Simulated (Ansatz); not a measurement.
How far to go with the k-point mesh: HgTe (C2, 6 atoms in the cell)

```xyz
6
Lattice="4.6787 0.0000 0.0000 -2.3394 4.0519 0.0000 0.0000 0.0000 10.4753" Properties=species:S:1:pos:R:3 pbc="T T T"
Hg     0.7396     1.2810     0.0000
Hg     3.2496     0.0000     3.4918
Hg    -1.5998     2.7709     6.9835
Te     1.1359     1.9675     5.2377
Te     2.4069     0.0000     8.7294
Te    -1.2034     2.0844     1.7459
```

Level of theory: LDA (PW92), default PAW files made with PBE (plane waves; Ansatz, a quantum-chemistry and plane-wave program).

Base settings: basis.ecutwfc = 420 eV; kpoints.mp_grid.grid = 5 5 2; hamiltonian.xc = lda; hamiltonian.pseudopotentials = {kind: paw} (the program's default PAW files); scf.occupations.method = fermi_dirac; scf.occupations.width = 0.02 eV.

The second cell is the first with its lattice scaled by 0.98.

Only quantities that move along the ladder and can be compared are tabulated.

The count of work is k-points × plane waves × bands × iterations; it is no time. Core times come from one kind of shared machine, to one figure; runs under 30 s give none.

The starting cell comes from a database of computed structures (which also holds hypothetical and non-ambient phases and stackings), without a prior relaxation at this level. Its lattice was rescaled by up to half a per cent. One atom was moved a little off its site on purpose. Spin-orbit coupling is off. In the base run, with a pressure of about -4 GPa the cell is away from its equilibrium volume at this level. Ansatz's pressure includes its estimate of the finite-basis (Pulay) stress.

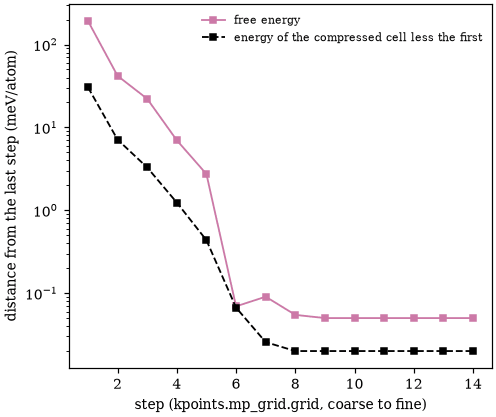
*Distance from the last step along the ladder; very small values are drawn at a floor.*

| kpoints.mp_grid.grid | free energy less the last step's (meV/atom) | energy of the compressed cell less the first (meV/atom) | pressure (GPa) | largest difference of a force vector from the last step's (eV/Å) | gap on the mesh (eV) | count of work / last | core time / last (rough) |
|---|---|---|---|---|---|---|---|
| 2 2 1 | 192.68 | -1.17 | -1.40 | 0.067 | 0.679 | 0.0082 | – |
| 3 3 1 | 41.89 | -24.57 | -3.17 | 0.024 | 0.710 | 0.0082 | – |
| 3 3 2 | 22.13 | -28.41 | -3.45 | 0.020 | 0.560 | 0.019 | – |
| 4 4 2 | 6.99 | -30.46 | -3.61 | 0.020 | 0.570 | 0.033 | – |
| 5 5 2 | 2.73 | -31.26 | -3.67 | 0.015 | 0.574 | 0.043 | – |
| 6 6 3 | 0.07 | -31.63 | -3.70 | 0.003 | 0.601 | 0.081 | 0.08 |
| 7 7 3 | -0.09 | -31.72 | -3.70 | 0.002 | 0.601 | 0.11 | 0.1 |
| 8 8 3 | -0.05 | -31.71 | -3.70 | 0.001 | 0.601 | 0.14 | 0.1 |
| 9 9 4 | 0.00 | -31.69 | -3.70 | 0.000 | 0.577 | 0.23 | 0.2 |
| 10 10 4 | 0.01 | -31.69 | -3.70 | 0.000 | 0.577 | 0.28 | 0.3 |
| 11 11 4 | 0.02 | -31.69 | -3.70 | 0.000 | 0.577 | 0.33 | 0.3 |
| 12 12 5 | 0.00 | -31.69 | -3.70 | 0.000 | 0.586 | 0.48 | 0.5 |
| 13 13 5 | 0.00 | -31.69 | -3.70 | 0.000 | 0.586 | 0.55 | 0.6 |
| 14 14 6 | 0.00 | -31.69 | -3.70 | 0.000 | 0.577 | 0.78 | 0.8 |
| 16 16 6 | 0.00 | -31.69 | -3.70 | 0.000 | 0.577 | 1.0 | 1 |

Coarsest kpoints.mp_grid.grid that holds the pressure within 0.05 GPa of the last step, with all finer ones: 5 5 2, at 0.043 of the last step's count of work; the step before is off by 0.09 GPa.

Coarsest kpoints.mp_grid.grid that holds the forces within 0.005 eV/Å of the last step, with all finer ones: 6 6 3, at 0.081 of the last step's count of work and about 0.08 of the last step's time; the step before is off by 0.015 eV/Å.

Coarsest kpoints.mp_grid.grid that holds the energy of the compressed cell less the first within 1 meV/atom of the last step, with all finer ones: 5 5 2, at 0.043 of the last step's count of work; the step before is off by 1.2 meV/atom.

The energy difference between the two cells stays within 1 meV/atom of the last step's from 5 5 2 on, the total only from 6 6 3 on: much of the error is common to both cells and cancels.

The gap on the mesh jumps up and down from mesh to mesh; it is no smooth measure of convergence.

Keys are those of Ansatz 0.2.
